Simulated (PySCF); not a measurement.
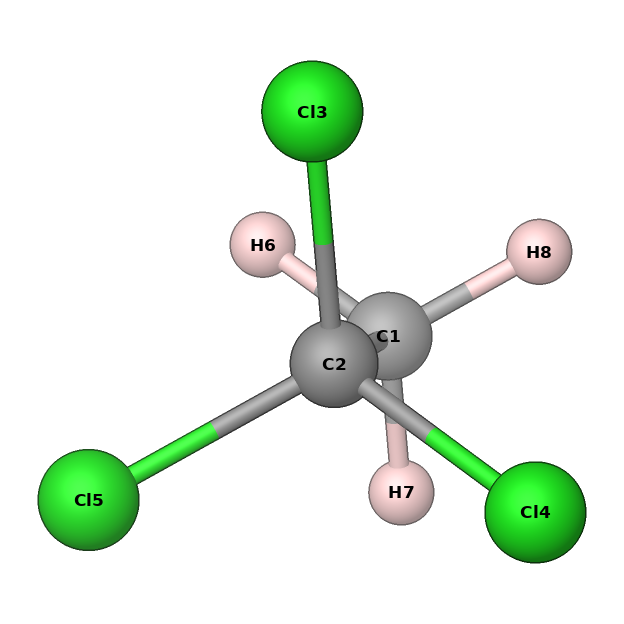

C1 lies behind C2. The molecule seen a little off the C2–C1 bond, C2 in front. Atoms fade into the background with distance from the viewer. The computed structure is the end point of a PBE0-D3(BJ)/def2-SVP optimisation. No frequency run is at hand to confirm it as a minimum.

What is the torsion angle Cl3–C2–C1–H6? The sign is positive where the front bond must turn clockwise to cover the back bond.

Answer. −60°, synclinal (gauche). The bonds about C2–C1 are staggered.
